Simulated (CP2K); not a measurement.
**GFN2-xTB run of CH7BNP (SMILES CB(N)P)**

What is the vertical ionisation energy of CH7BNP at GFN2-xTB? 

The results are computed with CP2K 2026.2.

2 further runs of the same task are left out: 1 that didn't finish, 1 set aside as unsound or not needed.

## Step 1: The structure to begin with

CH7BNP: 11 atoms, total charge 0, spin state singlet. As SMILES, `CB(N)P`. The shape is that of a PBE0-D4/def2-TZVP optimisation. This is one conformer, not always the lowest.

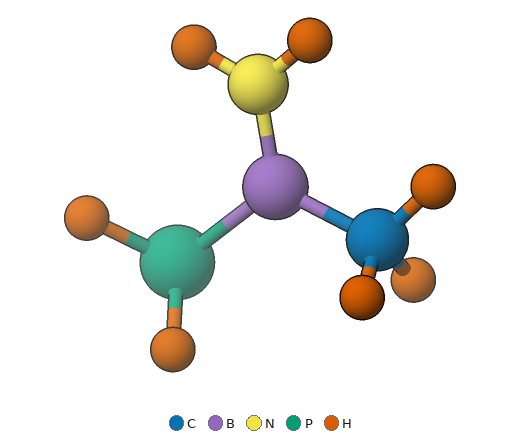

Viewed from a chosen angle; carbon blue, boron purple, nitrogen yellow, phosphorus teal, hydrogen orange.

## Step 2: A single-point energy at GFN2-xTB

The input, qs.inp:

```
&GLOBAL
 PROJECT_NAME qs
 RUN_TYPE ENERGY
 PRINT_LEVEL MEDIUM
&END GLOBAL

&FORCE_EVAL
 METHOD QUICKSTEP
 &DFT
  &QS
   METHOD XTB
   EPS_DEFAULT 1.0E-10
   &XTB
    GFN_TYPE TBLITE
    &TBLITE
     METHOD GFN2
    &END TBLITE
    CHECK_ATOMIC_CHARGES F
   &END XTB
  &END QS
  &POISSON
   PERIODIC NONE
   POISSON_SOLVER ANALYTIC
  &END POISSON
  &SCF
   SCF_GUESS ATOMIC
   EPS_SCF 1.0E-07
   MAX_SCF 150
   ADDED_MOS 8
   &DIAGONALIZATION
    ALGORITHM STANDARD
   &END DIAGONALIZATION
   &MIXING
    METHOD DIRECT_P_MIXING
    ALPHA 0.4
   &END MIXING
  &END SCF
  &PRINT
   &MOMENTS
    PERIODIC F
    REFERENCE COM
    MAX_MOMENT 1
   &END MOMENTS
   &MO ON
    ENERGIES T
    OCCUPATION_NUMBERS T
    NDIGITS 6
    &EACH
     QS_SCF 0
    &END EACH
    ADD_LAST NUMERIC
   &END MO
   &HIRSHFELD OFF
   &END HIRSHFELD
  &END PRINT
 &END DFT
 &SUBSYS
  &CELL
   ABC 19.9 19.2 20.4
   PERIODIC NONE
  &END CELL
  &COORD
   C     -1.093200     0.922600    -0.128000
   B      0.002900    -0.179800     0.111900
   N      0.427100    -0.495900     1.401400
   P      0.670900    -1.204900    -1.389100
   H     -1.903500     0.553200    -0.763700
   H     -1.537000     1.299300     0.798300
   H     -0.659600     1.776600    -0.659200
   H      1.134100    -1.179200     1.611000
   H      0.043300    -0.049800     2.218400
   H      2.007200    -1.393300    -0.948800
   H      0.973300    -0.105700    -2.231400
  &END COORD
  &TOPOLOGY
   &CENTER_COORDINATES
   &END CENTER_COORDINATES
  &END TOPOLOGY
 &END SUBSYS
&END FORCE_EVAL
```

Command:

```
OMP_NUM_THREADS=1 cp2k.psmp qs.inp > qs.out
```

The log of the run, cut to the lines that bear on the results:

```text
CP2K| version string:                                       CP2K version 2026.2
[...]
 GLOBAL| Method name                                                        CP2K
[...]
 GLOBAL| Run type                                                         ENERGY
[...]
                             - Atoms:                                         11
[...]
                             - Spherical basis functions:                     28
[...]
 Number of electrons:                                                         24
[...]
  *** SCF run converged in    16 steps ***
[...]
  Fermi energy:                                                -0.23033843200327
[...]
 TB_DIPOLE| Moment [Debye]          0.15880878       0.47488882       2.01392784
 TB_DIPOLE| Derivative [a.u.]       0.00000000       0.00000000       0.00000000
[...]
 ENERGY| Total FORCE_EVAL ( QS ) energy [hartree]            -12.389997480413440
[...]
```

Wall time 1.7 s (1 thread of Intel Xeon at 2.50GHz (Skylake/Cascade Lake), shared host); peak memory 0.19 GiB.

## Step 3: The doublet cation

The input, job.inp:

```
&FORCE_EVAL
    METHOD QUICKSTEP
    &DFT
        CHARGE 1
        MULTIPLICITY 2
        UKS T
        ! Quickstep
        &QS
            METHOD XTB
            EPS_DEFAULT 1.0E-10
            &XTB
                GFN_TYPE TBLITE
                &TBLITE
                    METHOD GFN2
                &END TBLITE
                CHECK_ATOMIC_CHARGES F
            &END XTB
        &END QS
        &POISSON
            PERIODIC NONE
            POISSON_SOLVER ANALYTIC
        &END POISSON
        &SCF
            SCF_GUESS ATOMIC
            EPS_SCF 1.0E-07
            MAX_SCF 150
            ADDED_MOS 8
            &DIAGONALIZATION
                ALGORITHM STANDARD
            &END DIAGONALIZATION
            &MIXING
                METHOD DIRECT_P_MIXING
                ALPHA 0.4
            &END MIXING
            &SMEAR ON
                METHOD FERMI_DIRAC
                ELECTRONIC_TEMPERATURE [K] 300
                FIXED_MAGNETIC_MOMENT 1.0
            &END SMEAR
        &END SCF
        ! extra output
        &PRINT
            &MOMENTS
                PERIODIC F
                REFERENCE COM
                MAX_MOMENT 1
            &END MOMENTS
            &MO ON
                ENERGIES T
                OCCUPATION_NUMBERS T
                NDIGITS 6
                &EACH
                    QS_SCF 0
                &END EACH
                ADD_LAST NUMERIC
            &END MO
            &HIRSHFELD OFF
            &END HIRSHFELD
        &END PRINT
    &END DFT
    ! structure
    &SUBSYS
        ! vacuum box
        &CELL
            ABC [angstrom] 19.9 19.2 20.4
            PERIODIC NONE
        &END CELL
        &COORD
            C     -1.093200     0.922600    -0.128000
            B      0.002900    -0.179800     0.111900
            N      0.427100    -0.495900     1.401400
            P      0.670900    -1.204900    -1.389100
            H     -1.903500     0.553200    -0.763700
            H     -1.537000     1.299300     0.798300
            H     -0.659600     1.776600    -0.659200
            H      1.134100    -1.179200     1.611000
            H      0.043300    -0.049800     2.218400
            H      2.007200    -1.393300    -0.948800
            H      0.973300    -0.105700    -2.231400
        &END COORD
        &TOPOLOGY
            &CENTER_COORDINATES
            &END CENTER_COORDINATES
        &END TOPOLOGY
    &END SUBSYS
&END FORCE_EVAL
&GLOBAL
    PROJECT job
    RUN_TYPE ENERGY
    PRINT_LEVEL MEDIUM
&END GLOBAL
```

Command:

```
OMP_NUM_THREADS=1 cp2k.psmp -i job.inp > job.out 2>&1
```

The log of the run, cut to the lines that bear on the results:

```text
CP2K| version string:                                       CP2K version 2026.2
[...]
 GLOBAL| Method name                                                        CP2K
[...]
 GLOBAL| Run type                                                         ENERGY
[...]
                             - Atoms:                                         11
[...]
                             - Spherical basis functions:                     28
[...]
 Number of electrons:                                                         12
[...]
  *** SCF run converged in    19 steps ***
[...]
  Fermi energy:                                                -0.51445266652607
[...]
 TB_DIPOLE| Moment [Debye]          1.07710621      -0.20645237       0.17429316
 TB_DIPOLE| Derivative [a.u.]       0.00000000       0.00000000       0.00000000
[...]
 ENERGY| Total FORCE_EVAL ( QS ) energy [hartree]            -11.924263760171385
[...]
```

Wall time 2 s (1 thread of Intel Xeon at 2.50GHz (Skylake/Cascade Lake), shared host); peak memory 0.19 GiB.

## Step 4: Summary of results

At GFN2-xTB:

| quantity | value |
| --- | --- |
| singlet CH7BNP: total energy | -12.39000 Eh |
| singlet CH7BNP: dipole moment (from atomic charges alone) | 2.08 D |
| singlet CH7BNP: HOMO energy | -9.82 eV |
| singlet CH7BNP: LUMO energy | -5.37 eV |
| singlet CH7BNP: HOMO–LUMO gap | 4.44 eV |
| singlet CH7BNP: dispersion energy | -14.33 kJ/mol |
| doublet cation: total energy | -11.92426 Eh |
| doublet cation: HOMO energy (highest over α and β) | -15.99 eV |
| doublet cation: LUMO energy (lowest over α and β) | -15.53 eV |
| doublet cation: dispersion energy | -12.32 kJ/mol |
| vertical ionisation energy (to the doublet cation) | 12.673 eV |

The vertical ionisation energy comes to 12.67 eV (292 kcal/mol). No empirical shift is applied, and without it xTB methods put this difference several eV too high. The dipole (singlet CH7BNP) comes from point charges on the atoms alone, without atomic dipoles, so it is partial.
